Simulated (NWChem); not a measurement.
**M06-2X/def2-TZVPPD run of [NO2]+ (SMILES O=[N+]=O)**

What is the vertical singlet–triplet gap of [NO2]+ at M06-2X/def2-TZVPPD? 

The calculation is run with NWChem 7.3.0.

2 further runs of the same task are left out: 2 set aside as unsound or not needed. Runs told in other sessions of the task aren't counted.

## (1) The structure to begin with

[NO2]+ has 3 atoms, charge +1, and is taken as a singlet. As SMILES, `O=[N+]=O`. The shape is that of a PBE0-D4/def2-TZVP optimisation.

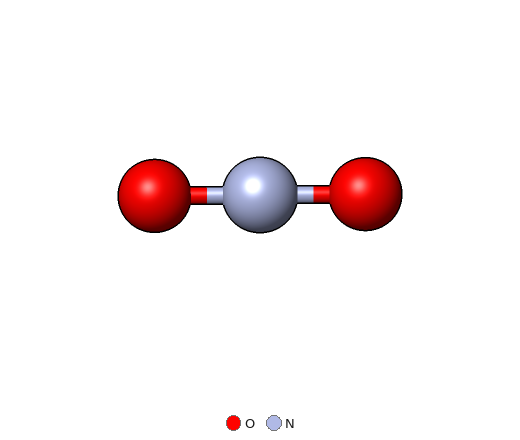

The structure, seen from a chosen angle (oxygen red, nitrogen light blue).

## (2) Energy and gradient at M06-2X/def2-TZVPPD

run.nw reads:

```
start run
title "NO2 M06-2X"
memory stack 880 mb heap 220 mb global 1100 mb
charge 1

geometry units angstrom noautosym nocenter noautoz
  O     -0.572980     0.927020    -0.209580
  N     -0.000010    -0.000010     0.000000
  O      0.572990    -0.927010     0.209580
end

basis spherical bse
  * library def2-TZVPPD
end

dft
  xc m06-2x
  grid fine
  convergence energy 1e-08
  maxiter 100
  mulliken
end

task dft gradient
```

Command:

```bash
nwchem run.nw > run.out
```

The log of the run:

```text
[...]
          Wavefunction type:  closed shell.
          No. of atoms     :     3
          No. of electrons :    22
[...]
          Charge           :     1
          Spin multiplicity:     1
[...]
          AO basis - number of functions:   117
[...]
              XC Information
              --------------
                       M06-2X Method XC Functional
                     Hartree-Fock (Exact) Exchange  0.540
                        M06-2X Exchange Functional  1.000
                      M06-2X Correlation Potential  1.000
[...]
 d= 0,ls=0.0,diis     1   -204.6004083105 -2.73D+02  9.10D-03  1.61D+00     4.1
[...]
 d= 0,ls=0.0,diis    10   -204.7232567527 -2.23D-11  2.78D-08  5.03D-11    28.4
         Total DFT energy =     -204.723256752719
      One electron energy =     -406.703927348378
           Coulomb energy =      156.849427382567
    Exchange-Corr. energy =      -23.532923931600
 Nuclear repulsion energy =       68.664167144692
[...]
      Total Density - Mulliken Population Analysis
     ---------------------------------------------
    Atom       Charge   Shell Charges
 -----------   ------   -------------------------------------------------------
    1 O    8     8.24   0.80  1.18  0.65  0.95  0.51  0.05  1.80  1.71  0.52  0.01  0.01  0.05  0.01  0.00
    2 N    7     5.53   0.82  1.15  0.66  0.30 -0.16 -0.11  1.50  1.31 -0.06  0.04  0.18 -0.12  0.02
    3 O    8     8.24   0.80  1.18  0.65  0.95  0.51  0.05  1.80  1.71  0.52  0.01  0.01  0.05  0.01  0.00
[...]
  wavefunction    = closed shell
                         DFT ENERGY GRADIENTS
    atom               coordinates                        gradient
                 x          y          z           x          y          z
   1 O      -1.082775   1.751814  -0.396049   -0.005425   0.008784  -0.001985
   2 N      -0.000019  -0.000019   0.000000    0.000005  -0.000021   0.000004
   3 O       1.082794  -1.751795   0.396049    0.005421  -0.008763   0.001982
[...]
```

It took 42 s on 1 thread of Intel Xeon Platinum 8259CL at 2.50GHz (Skylake/Cascade Lake), shared host; peak memory 0.13 GiB.

## (3) The triplet: a single-point energy at UM06-2X/def2-TZVPPD

no2.nw reads:

```
start no2
title "NO2 energy"
memory 2200 mb
charge 1

geometry units angstroms noautosym nocenter noautoz
   O       -0.572980       0.927020      -0.209580
   N       -0.000010      -0.000010       0.000000
   O        0.572990      -0.927010       0.209580
end

basis spherical bse
   * library def2-TZVPPD
end

dft
   xc m06-2x
   mult 3
   grid fine
   convergence energy 1e-08
   maxiter 100
   mulliken
end

task dft energy
```

Command:

```bash
nwchem no2.nw > no2.out
```

The log of the run:

```text
[...]
          Wavefunction type:  spin polarized.
          No. of atoms     :     3
          No. of electrons :    22
[...]
          Charge           :     1
          Spin multiplicity:     3
[...]
          AO basis - number of functions:   117
[...]
              XC Information
              --------------
                       M06-2X Method XC Functional
                     Hartree-Fock (Exact) Exchange  0.540
                        M06-2X Exchange Functional  1.000
                      M06-2X Correlation Potential  1.000
[...]
 d= 0,ls=0.0,diis     1   -204.4447236722 -2.73D+02  3.70D-03  1.45D-01     5.1
[...]
 d= 0,ls=0.0,diis    14   -204.4922653731 -2.48D-09  2.97D-07  1.51D-10    49.9
[...]
         Total DFT energy =     -204.492265373139
      One electron energy =     -406.793987980312
           Coulomb energy =      157.272139681124
    Exchange-Corr. energy =      -23.634584218644
 Nuclear repulsion energy =       68.664167144692
[...]
      Total Density - Mulliken Population Analysis
     ---------------------------------------------
    Atom       Charge   Shell Charges
 -----------   ------   -------------------------------------------------------
    1 O    8     8.10   0.80  1.17  0.65  1.00  0.47  0.04  1.80  1.64  0.46  0.01  0.01  0.06  0.01  0.00
    2 N    7     5.80   0.82  1.15  0.60  0.29 -0.11 -0.09  1.64  1.43  0.02  0.03  0.09 -0.10  0.02
    3 O    8     8.10   0.80  1.17  0.65  1.00  0.47  0.04  1.80  1.64  0.46  0.01  0.01  0.06  0.01  0.00
[...]
      <S2> =      2.0047 (Exact =     2.0000)
[...]
```

Run time: 51 s. Hardware: 1 thread of Intel Xeon Platinum 8259CL at 2.50GHz (Skylake/Cascade Lake), shared host; peak memory 0.12 GiB.

## (4) What came out

At M06-2X/def2-TZVPPD:

| quantity | value |
| --- | --- |
| singlet: total energy | -204.72326 Eh |
| singlet: HOMO energy | -22.67 eV |
| singlet: LUMO energy | -9.43 eV |
| singlet: HOMO–LUMO gap | 13.25 eV |
| singlet: largest force on an atom | 0.541 eV/Å |
| triplet: total energy | -204.49227 Eh |
| triplet: HOMO energy (highest over α and β) | -16.38 eV |
| triplet: LUMO energy (lowest over α and β) | -15.63 eV |
| triplet: ⟨S²⟩ | 2.005 |
| vertical energy of the triplet above the singlet | 6.286 eV |

**Reading.** At this shape the triplet lies 6.29 eV (145 kcal/mol) above the singlet. The largest force (singlet) is 0.54 eV/Å: the shape isn't a stationary point for this species at this level. Mulliken charges (singlet) run from -0.24 on O1 to +1.47 on N2; in a basis this large or diffuse they mean little.
